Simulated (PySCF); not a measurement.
**CH6BN (SMILES BNC): a chain of runs**

We compute a geometry optimisation (B97-D-D3(0)/STO-3G), then vibrational wavenumbers, then a single-point energy (NEVPT2(8,10)/pcseg-1), then quasiparticle energies (G0W0/cc-pVTZ-DK) of CH6BN. 

The calculation is run with PySCF 2.14.0.

## 1. The molecule

CH6BN has 9 atoms, charge 0, and is taken as a singlet. SMILES: `BNC`. The shape comes from a force field and isn't a relaxed structure. The run starts from this shape.

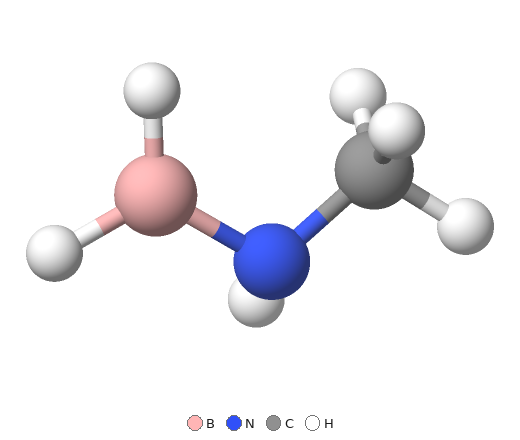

The structure, seen from a chosen angle (boron pink, nitrogen blue, carbon grey, hydrogen white).

## 2. A geometry optimisation at B97-D-D3(0)/STO-3G (density fitting with cc-pvqz-jkfit, COSMO acetonitrile) (run 1)

calc.py

```python
# BNC
from pyscf import gto, dft, solvent
from pyscf.geomopt.geometric_solver import kernel as optimise

system = gto.Mole()
system.atom = [
    ('B', (-0.811500, 0.694300, -0.779000)),
    ('N', (0.511900, 0.518000, -0.157400)),
    ('C', (0.552500, -0.793600, 0.464200)),
    ('H', (-1.618300, -0.090900, -0.765000)),
    ('H', (-1.095600, 1.753800, -1.351300)),
    ('H', (0.622300, 1.258100, 0.591700)),
    ('H', (0.480700, -1.598300, -0.274000)),
    ('H', (1.625200, -0.907500, 0.933500)),
    ('H', (-0.178700, -0.880200, 1.320200)),
]
system.verbose = 3
system.basis = 'sto-3g'
system.max_memory = 1860
system.build()

mf = dft.RKS(system, xc='b97-d')
mf = mf.density_fit(auxbasis='cc-pvqz-jkfit')
mf = mf.PCM()
mf.with_solvent.method = 'COSMO'
mf.with_solvent.eps = 35.688
mf.disp = 'd3zero'
converged, mol_eq = optimise(mf, maxsteps=100)
print('converged:', converged)
print(mol_eq.tostring())

mf.reset(mol_eq)
system = mol_eq
mf.kernel()
etot = mf.e_tot
print('E(%s) = %.9f' % ('B97-D', etot))
```

Started as:

```bash
OMP_NUM_THREADS=1 python calc.py
```

Standard output:

```text
maxiter                   100
[... 68 lines left out ...]
converged SCF energy = -119.751426848342
[... 74 lines left out ...]
converged SCF energy = -119.790959545945
[... 96 lines left out ...]
WARN: PCM is an experimental feature. It is still in testing.
[... 77 lines left out ...]
converged SCF energy = -119.796930562638
[... 86 lines left out ...]
Converged! =D
[... 1 line left out ...]
converged: True
B          -0.84753251        0.75086704       -0.93408345
N           0.08035035        0.52714811        0.07770936
C           0.54679329       -0.80500673        0.59957428
[... 5 lines of this table left out ...]
H           0.31507960       -0.90153589        1.68482543

WARN: PCM is an experimental feature. It is still in testing.
Features and APIs may be changed in the future.

converged SCF energy = -119.796969132545
E(B97-D) = -119.796969133
```

Wall time 69 s (1 thread of Arm Neoverse V2, shared host); peak memory 0.37 GiB.

The path in brief:

| step | energy from the first frame kept (eV) | largest force (eV/Å) |
| --- | --- | --- |
| 0 | 0.0000 | 5.1466 |
| 1 | -0.6630 | 2.0022 |
| 2 | -0.9973 | 1.7262 |
| 3 | -1.0757 | 1.4011 |
| 4 | -1.1765 | 0.4580 |
| 5 | -1.2095 | 0.3338 |
| 6 | -1.2221 | 0.1726 |
| 7 | -1.2259 | 0.1064 |
| 8 | -1.2294 | 0.1058 |
| 9 | -1.2354 | 0.2445 |
| 10 | -1.2382 | 0.1808 |
| 11 | -1.2392 | 0.0537 |
| 12 | -1.2393 | 0.0104 |
| 13 | -1.2393 | 0.0069 |

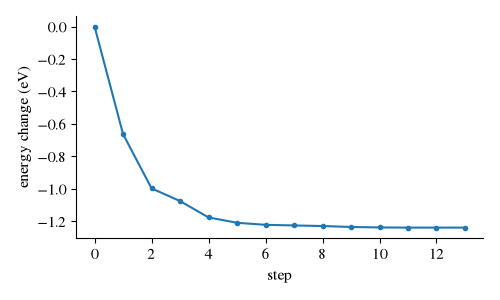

Energy along the run.

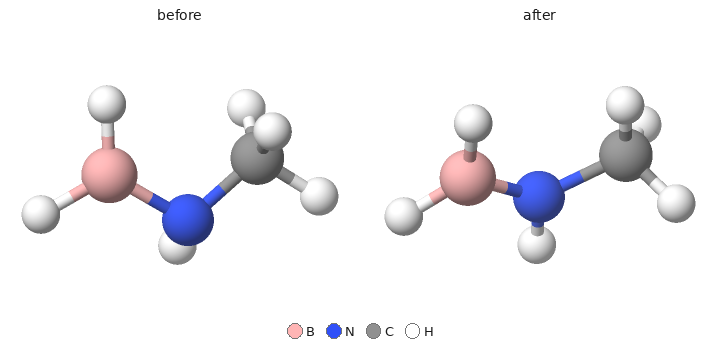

Before and after, at one scale.

After the run. Bond lengths: B1–N2 1.391 Å, N2–C3 1.505 Å, B1–H4 1.180 Å, B1–H5 1.180 Å, N2–H6 1.052 Å, C3–H7 1.109 Å, C3–H8 1.114 Å, C3–H9 1.114 Å. Some angles: B1–N2–C3 127.0°, B1–N2–H6 121.5°, C3–N2–H6 111.5°, N2–B1–H4 119.2°, N2–B1–H5 118.7°, N2–C3–H7 108.8°, N2–C3–H8 110.5°, N2–C3–H9 110.5°, H4–B1–H5 122.1°, H7–C3–H8 109.3°.

## 3. The harmonic vibrations at B97-D-D3(0)/STO-3G (density fitting with cc-pvqz-jkfit, COSMO acetonitrile) (run 2)

job.py

```python
from pyscf import gto, dft, solvent, symm
from pyscf.hessian import thermo

molecule = gto.M(
    atom=[
    ('B', (-0.815147, 0.624503, -0.893612)),
    ('N', (0.112736, 0.400784, 0.118180)),
    ('C', (0.579179, -0.931371, 0.640045)),
    ('H', (-1.315389, -0.299311, -1.430351)),
    ('H', (-1.075650, 1.737407, -1.187134)),
    ('H', (0.580465, 1.197075, 0.621813)),
    ('H', (0.059551, -1.736452, 0.081683)),
    ('H', (1.678923, -1.040276, 0.503948)),
    ('H', (0.347073, -1.027897, 1.725656)),
],
    charge=0,
    basis='sto-3g',
    max_memory=1860,
    verbose=3,
)

mf = dft.RKS(molecule)
mf.xc = 'b97-d'
mf = mf.density_fit(auxbasis='cc-pvqz-jkfit')
mf = mf.PCM()
mf.with_solvent.method = 'COSMO'
mf.with_solvent.eps = 35.688
mf.disp = 'd3zero'
mf.kernel()

e_tot = mf.e_tot
print('Final energy', e_tot)
hess = mf.Hessian().kernel()
modes = thermo.harmonic_analysis(molecule, hess)
thermo.dump_normal_mode(molecule, modes)
symm.geom.TOLERANCE = 1e-3  # for the symmetry number
th = thermo.thermo(mf, modes['freq_au'], 350, 101325)
thermo.dump_thermo(molecule, th)
```

Started as:

```bash
OMP_NUM_THREADS=1 python job.py
```

Standard output:

```text
WARN: PCM is an experimental feature. It is still in testing.
Features and APIs may be changed in the future.

converged SCF energy = -119.796968866285
Final energy -119.79696886628514

WARN: DFTD3 does not support analytical Hessian, using finite difference

WARN: Mole.unit (angstrom) is changed to Bohr

[... 98 lines left out ...]
Gibbs free energy [Eh] -119.74579
```

Wall time 33 s (1 thread of Arm Neoverse V2, shared host); peak memory 0.53 GiB.

## 4. The energy at NEVPT2(8,10)/pcseg-1 (sfX2C, density fitting with def2-universal-jkfit) (run 3)

input.xyz

```xyz
9
CH6BN
B     -0.847533     0.750867    -0.934083
N      0.080350     0.527148     0.077709
C      0.546793    -0.805007     0.599574
H     -1.347775    -0.172947    -1.470822
H     -1.108036     1.863771    -1.227605
H      0.548079     1.323439     0.581342
H      0.027165    -1.610088     0.041212
H      1.646930    -0.913915     0.463117
H      0.315080    -0.901536     1.684825
```

job.py

```python
from pyscf import gto, scf, mcscf, mrpt

system = gto.M(
    atom='input.xyz',
    verbose=4,
    charge=0,
    max_memory=1860,
    basis='pcseg-1',
    spin=0,
)

calc0 = scf.RHF(system)
calc0 = calc0.sfx2c1e()
calc0 = calc0.density_fit(auxbasis='def2-universal-jkfit')
calc0.kernel()

cas = mcscf.CASSCF(calc0, 10, 8)
cas.fix_spin_(ss=0.0)
cas.natorb = True
cas.kernel()
e_pt2 = mrpt.NEVPT(cas).kernel()
e_final = cas.e_tot + e_pt2
print('Final energy', e_final)
```

Started as:

```bash
OMP_NUM_THREADS=1 python job.py
```

Standard output:

```text
PySCF version 2.14.0

[... 68 lines left out ...]
converged SCF energy = -120.532043584076
[... 113 lines left out ...]
1-step CASSCF converged in  37 macro (352 JK  73 micro) steps
[... 34 lines left out ...]
CASSCF energy = -120.643946874336
[... 47 lines left out ...]
Nevpt2 Energy = -0.289120532533697
Final energy -120.93306740686994
```

Wall time 98 s (1 thread of Arm Neoverse V2, shared host); peak memory 0.18 GiB.

## 5. Quasiparticle levels at G0W0/cc-pVTZ-DK (sfX2C, density fitting) (run 4)

input.xyz is that of step 4.

calc.py

```python
# BNC
from pyscf import gto, scf, gw
from pyscf import df

system = gto.Mole()
system.atom = 'input.xyz'
system.spin = 0
system.max_memory = 1860
system.verbose = 4
system.basis = 'cc-pvtz-dk'
system.build()

mf = scf.RHF(system)
mf = mf.x2c()
mf = mf.density_fit(auxbasis=df.aug_etb(system, beta=2.0))
mf.kernel()

energy = mf.e_tot
print(f'total energy: {energy:.8f} hartree')

nocc = system.nelec[0]
orbs = list(range(max(0, nocc - 4), min(system.nao, nocc + 4)))
mygw = gw.GW(mf, freq_int='ac')
mygw.orbs = orbs
mygw.kernel()
print('orbital   mean field (eV)   quasiparticle (eV)')
for p in orbs:
    print('%4d %12.4f %12.4f' % (p + 1, mf.mo_energy[p] * 27.211386, mygw.mo_energy[p] * 27.211386))
```

Started as:

```bash
OMP_NUM_THREADS=1 python calc.py
```

Standard output:

```text
PySCF version 2.14.0

[... 86 lines left out ...]
converged SCF energy = -120.607273698018
total energy: -120.60727370 hartree
[... 5 lines left out ...]
off-diagonal self-energy = False
[... 2 lines left out ...]
outcore for self-energy= False
[... 3 lines left out ...]
imaginary frequency cutoff = 5.0
[... 18 lines left out ...]
WARN: GW QP energies may not be sorted from min to max

orbital   mean field (eV)   quasiparticle (eV)
   9     -15.1432     -14.7674
  10     -14.2819     -13.9618
  11     -12.4721     -12.3901
[... 4 lines of this table left out ...]
  16       5.7786       5.1321
```

Wall time 25 s (1 thread of Arm Neoverse V2, shared host); peak memory 0.41 GiB.

## 6. Outcome

```
                                                                         quantity             value
                               run 1, B97-D-D3(0)/STO-3G: total energy at the end     -119.79697 Eh
                                         run 1, B97-D-D3(0)/STO-3G: dipole moment            2.69 D
                                           run 1, B97-D-D3(0)/STO-3G: HOMO energy          -4.44 eV
                                           run 1, B97-D-D3(0)/STO-3G: LUMO energy           2.87 eV
                                         run 1, B97-D-D3(0)/STO-3G: HOMO–LUMO gap           7.32 eV
                                     run 1, B97-D-D3(0)/STO-3G: dispersion energy     -16.15 kJ/mol
                            run 1, B97-D-D3(0)/STO-3G: solvent term in the energy      -11.0 kJ/mol
                            run 2, B97-D-D3(0)/STO-3G: lowest harmonic wavenumber          172 cm⁻¹
                           run 2, B97-D-D3(0)/STO-3G: highest harmonic wavenumber         3628 cm⁻¹
                                     run 2, B97-D-D3(0)/STO-3G: zero-point energy      214.8 kJ/mol
run 2, B97-D-D3(0)/STO-3G: ideal-gas entropy at 350 K (symmetry number 1 as used)  66.6 cal/(mol K)
                                        run 3, NEVPT2(8,10)/pcseg-1: total energy     -120.93307 Eh
                run 3, NEVPT2(8,10)/pcseg-1: dipole moment (Hartree–Fock density)            1.95 D
                 run 3, NEVPT2(8,10)/pcseg-1: HOMO energy (Hartree–Fock orbitals)         -11.00 eV
                 run 3, NEVPT2(8,10)/pcseg-1: LUMO energy (Hartree–Fock orbitals)           3.84 eV
               run 3, NEVPT2(8,10)/pcseg-1: HOMO–LUMO gap (Hartree–Fock orbitals)          14.84 eV
                        run 4, G0W0/cc-pVTZ-DK: ground-state or mean-field energy     -120.60727 Eh
                     run 4, G0W0/cc-pVTZ-DK: dipole moment (Hartree–Fock density)            1.86 D
                      run 4, G0W0/cc-pVTZ-DK: HOMO energy (Hartree–Fock orbitals)         -10.97 eV
                      run 4, G0W0/cc-pVTZ-DK: LUMO energy (Hartree–Fock orbitals)           3.63 eV
                    run 4, G0W0/cc-pVTZ-DK: HOMO–LUMO gap (Hartree–Fock orbitals)          14.60 eV
                                       run 4, G0W0/cc-pVTZ-DK: quasiparticle HOMO         -10.61 eV
                                       run 4, G0W0/cc-pVTZ-DK: quasiparticle LUMO           2.74 eV
```

**Reading.** The optimisation (run 1, B97-D-D3(0)/STO-3G) took 13 steps and changed the energy by -1.239 eV. All 21 modes (run 2, B97-D-D3(0)/STO-3G) are real, so the shape is a minimum at this level. Mulliken charges (run 3, NEVPT2(8,10)/pcseg-1) of the mean-field density run from -0.65 on N2 to +0.31 on B1. Mulliken charges (run 4, G0W0/cc-pVTZ-DK) of the mean-field density run from -0.21 on N2 to +0.17 on H6.
